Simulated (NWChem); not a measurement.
# How basis sets differ on BH3S2 (SMILES SBS)

BH3S2 has 6 atoms, charge 0, and is taken as a singlet. SMILES: `SBS`. The coordinates come from a PBE0-D4/def2-TZVP relaxation. This is one conformer, not always the lowest.

```xyz
6

S    -0.8199   -0.6052   -1.5165
B     0.0914   -0.4536    0.0089
S     0.3331    1.1148    0.8298
H    -1.1456    0.6881   -1.6946
H     0.5355   -1.4622    0.4575
H     1.0476    0.6541    1.8688
```

Each level gives the dipole moment (D). The values are calculated.

```tsv
level	kind	program	value (D)
B3LYP/STO-3G	global hybrid	NWChem	0.90
B3LYP/3-21G	global hybrid	NWChem	1.16
B3LYP/6-31G* (spherical functions)	global hybrid	NWChem	0.93
B3LYP/6-31G* (Cartesian functions)	global hybrid	NWChem	0.93
B3LYP/6-311G**	global hybrid	NWChem	0.90
```

The values span 0.90 to 1.16 D. Magnitudes only. Sets without polarisation functions give poor dipoles. Without the sets that lack polarisation functions the rows with a basis span only 0.90 to 0.93 D.

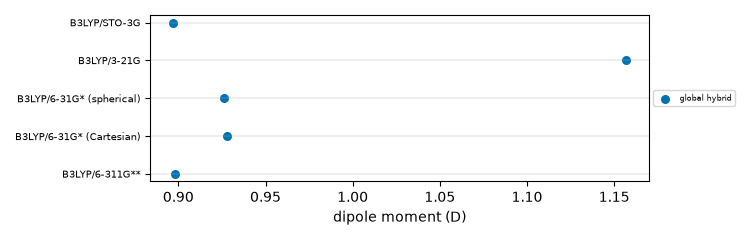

The values of the table, level by level.
